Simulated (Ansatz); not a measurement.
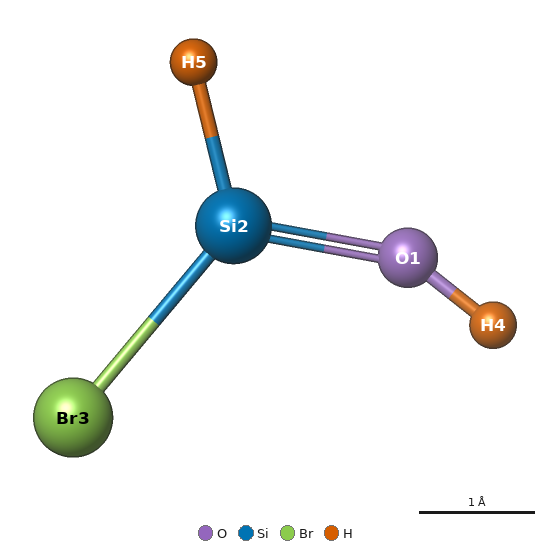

Source: calculation with Ansatz.

Orthographic view. Depth is shown by fading: the farther an atom, the more it takes the colour of the background. The species has charge +1 and is a spin singlet. Geometry: atoms displaced at random (about 0.05 Å) from a stationary point of GFN2-xTB.

Write a MOL file (V2000) with the atoms in numerical order, bonds sorted by atom number with the orders drawn, and coordinates in the frame of the picture: x right, y up, z towards the viewer, origin at the mean position.

```
BrH2OSi
                    3D

  5  4  0  0  0  0  0  0  0  0999 V2000
    1.1200   -0.0000   -0.1500 O   0  0  0  0  0  0  0  0  0  0  0  0
   -0.4100    0.2800    0.0900 Si  0  0  0  0  0  4  0  0  0  0  0  0
   -1.8200   -1.4000    0.0500 Br  0  0  0  0  0  0  0  0  0  0  0  0
    1.8700   -0.5900   -0.1000 H   0  0  0  0  0  0  0  0  0  0  0  0
   -0.7600    1.7100    0.1200 H   0  0  0  0  0  0  0  0  0  0  0  0
  1  2  2  0
  1  4  1  0
  2  3  1  0
  2  5  1  0
M  CHG  1   1   1
M  END
```
